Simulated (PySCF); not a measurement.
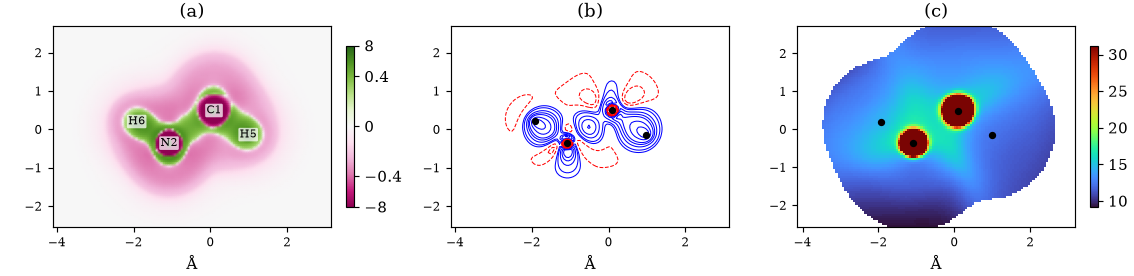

Figure 1: CH7NSe, SMILES `CN.[SeH2]`. Three fields in the plane of C1, N2, H5 and H6. (a): green positive, pink negative. (b): solid blue lines positive, dashed red lines negative.

Method: B3LYP/aug-cc-pVDZ; geometry: GFN2-xTB; program: PySCF. The pair's geometry is semi-empirical, so its contact may be too short or too long. GFN2-xTB bond lengths at metals and heavier atoms can be off by up to 0.1 Å and shapes distorted, which carries into these values.

Coordinates in Å:

```
C1      -2.3784   -0.6845   -0.0290
N2      -2.4737    0.7559    0.0836
H3      -1.4076   -1.0508   -0.4135
H4      -3.1593   -1.0366   -0.7018
H5      -2.5429   -1.1254    0.9541
H6      -2.3371    1.1884   -0.8243
H7      -1.7498    1.1115    0.7011
Se8      1.1642   -0.0046   -0.0535
H9       0.7656   -0.5343    1.2236
H10      2.4329    0.4182    0.4687
```

> The panels show, in some order, the average local ionisation energy, deformation density and negative Laplacian of the density (−∇²ρ). Which is which?

(a) is the negative Laplacian of the density (−∇²ρ): shells alternate in sign around each nucleus and valence concentrations outline the bonding and non-bonding pairs. (b) is the deformation density: it has both signs, with gains where valence electrons gather and losses around them. (c) is the average local ionisation energy: it is high near the heavier nuclei and lowest where loosely bound electrons reach out.
